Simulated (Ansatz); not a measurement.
## Electronic structure of B7N7 in real space

The calculation's input:

```
crystal:
  periodic: [false, false, false]
  atoms:
    - {symbol: B, position_ang: [2.783672, -0.169704, -0.032009]}
    - {symbol: B, position_ang: [-0.784122, -2.673339, -0.128786]}
    - {symbol: B, position_ang: [-2.581138, -1.053473, -0.031655]}
    - {symbol: B, position_ang: [1.603457, -2.280232, -0.128957]}
    - {symbol: B, position_ang: [1.867580, 2.068153, 0.089015]}
    - {symbol: B, position_ang: [-0.454589, 2.749018, 0.143068]}
    - {symbol: B, position_ang: [-2.434854, 1.359574, 0.089338]}
    - {symbol: N, position_ang: [2.833018, 1.156603, 0.034557]}
    - {symbol: N, position_ang: [-3.055946, 0.185976, 0.034939]}
    - {symbol: N, position_ang: [-2.049844, -2.269743, -0.097674]}
    - {symbol: N, position_ang: [0.498889, -3.018684, -0.156998]}
    - {symbol: N, position_ang: [-1.760714, 2.503678, 0.141786]}
    - {symbol: N, position_ang: [2.673280, -1.492436, -0.098020]}
    - {symbol: N, position_ang: [0.861311, 2.934609, 0.141397]}
basis:
  gaussian: {orbitals: def2-TZVP, initial_orbitals: start.molden}
hamiltonian: {xc: pbe0, dispersion: d4}
scf: {omitted_lower_state_checks: [starts]}
output: {orbitals: {seedname: orbitals}}
```

Command:

```sh
ansatz run in.yaml --threads 4 --pin off --events-out ev --progress --plain --max-ram 6963MiB
```

Geometry: PBE-D4/def2-SVP.

Level of theory: Ansatz, RKS PBE0-D4/def2-TZVP.

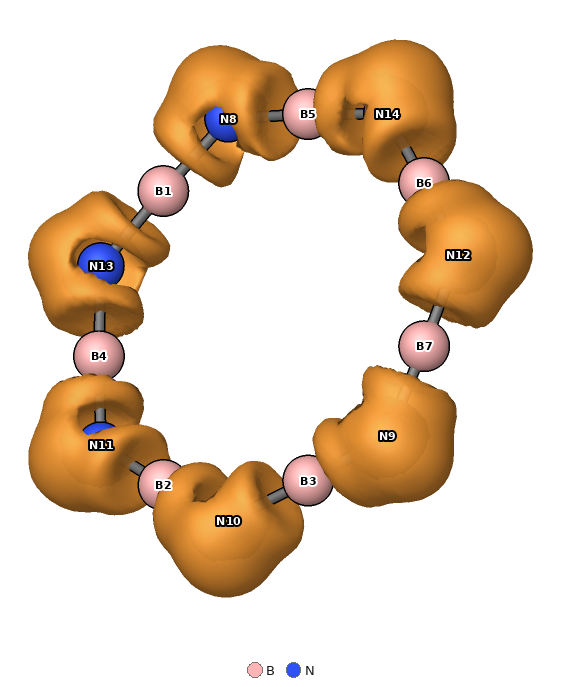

Figure 1. Isosurface of the ELF at 0.8 (orange), seen at a tilt. Only the valence region is drawn (cores and ρ < 0.01 e/Å³ removed).

**Where are the electrons localised?**

At this value the surface marks out seven regions on N in which the atom's valence shell and bonds are merged. Along the contacts the grid gives the following. B–N (1.33 Å): the ELF peaks at about 0.90 between the atoms (a polar covalent bond).

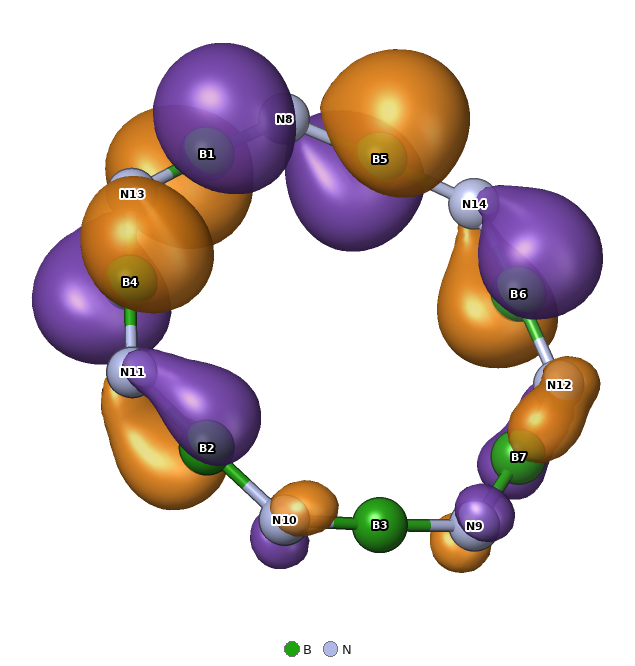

Figure 2. The LUMO at ±0.1 Å⁻³ᐟ² (orange and purple are the two phases), seen at a tilt.

**What is the character of this orbital?**

Its weight (Hirshfeld) is mainly on B1 (about 15 %), B5 (about 15 %), B4 (about 15 %), B6 (about 10 %) and B2 (about 5 %); it changes sign across the molecular plane (π type). It is one of a degenerate set, so its orientation is arbitrary. Its energy is −1.00 eV.

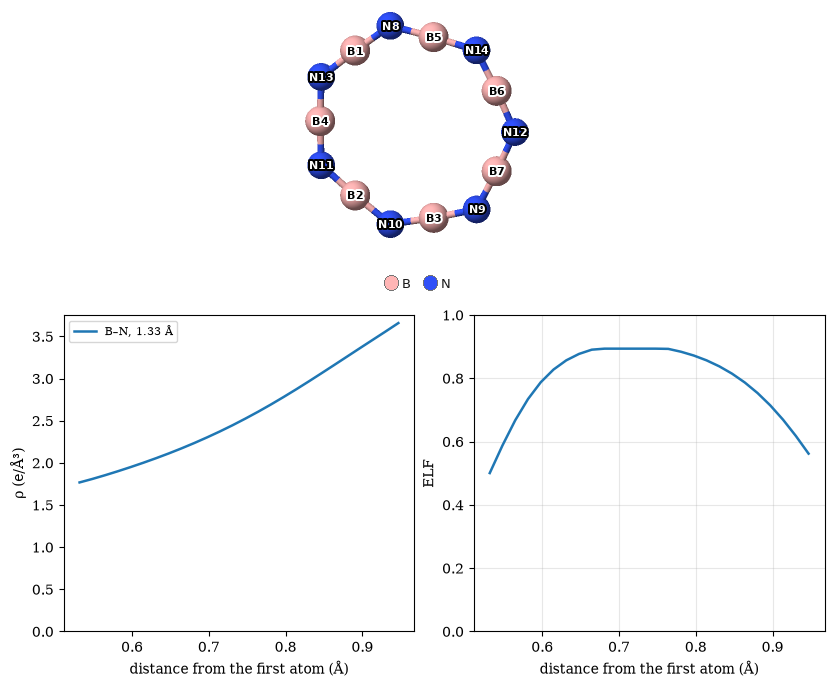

Figure 3. Electron density and ELF along straight lines between neighbouring atoms. The curves leave out the atomic cores. The structure is drawn too.

**What kind of bonding do the profiles show?**

B–N (1.33 Å): ρ at the midpoint is about 2.2 e/Å³; the ELF peaks at about 0.90 between the atoms; a polar covalent bond.
